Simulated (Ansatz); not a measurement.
**HF/6-311+G(d,p) run of BCNF2 (SMILES N#CB(F)F)**

What is the vertical electron affinity of BCNF2 at HF/6-311+G**? 

The results are computed with Ansatz 0.2.0.

69 further runs of the same task are left out: 69 set aside as unsound or not needed.

## 1. The structure to begin with

BCNF2 has 5 atoms, charge 0, and is taken as a singlet. As SMILES, `N#CB(F)F`. The shape is that of a PBE0-D4/def2-TZVP optimisation.

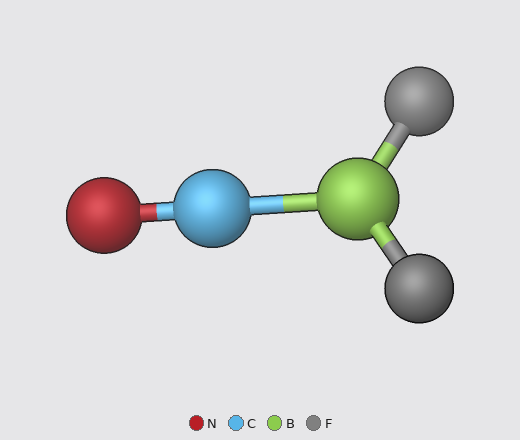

The structure, seen from a chosen angle (nitrogen red, carbon blue, boron green, fluorine grey).

## 2. A single-point energy at HF/6-311+G(d,p)

File job.yaml:

```yaml
basis:
  gaussian: {orbitals: 6-311+G_st__st_.json}
crystal:
  periodic: [false, false, false]
  atoms:
    - {symbol: N, position_ang: [-0.715100, 1.789700, 0.801000]}
    - {symbol: C, position_ang: [-0.319400, 0.804800, 0.359300]}
    - {symbol: B, position_ang: [0.212000, -0.517400, -0.233800]}
    - {symbol: F, position_ang: [1.451200, -0.872800, -0.026200]}
    - {symbol: F, position_ang: [-0.578700, -1.277900, -0.941900]}
hamiltonian: {xc: hf}
accuracy: high
output: {orbitals: {seedname: orbitals}}
```

The basis set 6-311+G** is read from a file made from the Basis Set Exchange's data (not shown).

Started as:

```bash
$ ansatz run job.yaml --threads 1 --pin off --max-ram 3480MiB --events-out events.jsonl --progress --plain --runs-dir runs
```

Log:

```text
Warning: RAYON_NUM_THREADS=1 ignored (pool sized by the plan → 1); use --threads N
Functional definition: HF
  name "HF"
  exchange = exact_x
  correlation = 0
1963 factors; integrals over basis functions are off by at most 4.0e-9 eV
mean field evaluation 1: about -8597.8279 eV, gradient 4.1e1 eV
mean field evaluation 2: about -8597.9135 eV, gradient 4.1e1 eV
mean field evaluation 4: about -8601.1619 eV, gradient 4.5e0 eV
mean field evaluation 8: about -8601.2272 eV, gradient 3.5e-1 eV
mean field -8601.22800958 eV, -316.0892992304 hartree, gradient 2.2e-8 eV, S^2 0.000000; 0 other end points of the search recorded, 0 dependent functions left out
reference -8601.22800958 eV, -316.0892992304 hartree; 18, 18 occupied and 92, 92 virtual orbitals, 1963 factors
Total energy: -8601.22800958 eV, -316.0892992304 hartree
```

Run time: 2.5 s. Hardware: 1 thread of Arm Neoverse V2, shared host; peak memory 0.28 GiB.

## 3. The doublet anion at the same level

File molecule.yaml:

```yaml
crystal:
  periodic: [false, false, false]
  atoms:
    - {symbol: "N", position_ang: [-0.715100, 1.789700, 0.801000]}
    - {symbol: C, position_ang: [-0.319400, 0.804800, 0.359300]}
    - {symbol: B, position_ang: [0.212000, -0.517400, -0.233800]}
    - {symbol: F, position_ang: [1.451200, -0.872800, -0.026200]}
    - {symbol: F, position_ang: [-0.578700, -1.277900, -0.941900]}
basis:
  gaussian: {orbitals: 6-311+G_st__st_.json}
total_charge: -1
magnetization: {spin_polarized: true, initial_magnetization: 1}
hamiltonian: {xc: hf}
accuracy: high
output: {orbitals: {seedname: orbitals}}
```

The basis set 6-311+G** is read from a file made from the Basis Set Exchange's data (not shown).

Started as:

```bash
$ ansatz run molecule.yaml --threads 1 --pin off --max-ram 3480MiB --events-out events.jsonl --progress --plain --runs-dir runs
```

Log:

```text
Warning: RAYON_NUM_THREADS=1 ignored (pool sized by the plan → 1); use --threads N
[... 4 set-up lines as earlier in the session ...]
1963 factors; integrals over basis functions are off by at most 4.0e-9 eV
mean field evaluation 1: about -8597.0162 eV, gradient 2.5e1 eV
mean field evaluation 2: about -8597.0220 eV, gradient 2.5e1 eV
mean field evaluation 4: about -8600.4960 eV, gradient 3.5e0 eV
mean field evaluation 8: about -8600.6684 eV, gradient 3.1e-1 eV
mean field evaluation 16: about -8600.6775 eV, gradient 5.5e-7 eV
mean field evaluation 32: about -8600.1403 eV, gradient 6.3e-1 eV
mean field evaluation 64: about -8600.1253 eV, gradient 1.4e-1 eV
mean field evaluation 96: about -8598.3257 eV, gradient 8.4e0 eV
mean field -8600.67749803 eV, -316.0690683039 hartree, gradient 2.9e-8 eV, S^2 0.808561; 3 other end points of the search recorded, 0 dependent functions left out
reference -8600.67749803 eV, -316.0690683039 hartree; 19, 18 occupied and 91, 92 virtual orbitals, 1963 factors
Total energy: -8600.67749803 eV, -316.0690683039 hartree
```

Wall time 8.4 s (1 thread of Arm Neoverse V2, shared host); peak memory 0.34 GiB.

## 4. Outcome

At HF/6-311+G**:

| quantity | value |
| --- | --- |
| singlet BCNF2: total energy | -316.08930 Eh |
| singlet BCNF2: HOMO energy | -14.04 eV |
| singlet BCNF2: LUMO energy | 1.12 eV |
| singlet BCNF2: HOMO–LUMO gap | 15.16 eV |
| doublet anion: total energy | -316.06907 Eh |
| doublet anion: HOMO energy (highest over α and β) | -0.25 eV |
| doublet anion: LUMO energy (lowest over α and β) | 4.77 eV |
| doublet anion: ⟨S²⟩ | 0.809 |
| vertical electron affinity (to the doublet anion) | -0.551 eV |

**Reading.** The anion lies 0.55 eV (53.1 kJ/mol) above the neutral: the electron isn't bound at this level, and such a value depends on the basis. Hartree–Fock misses the correlation that binds many anions.
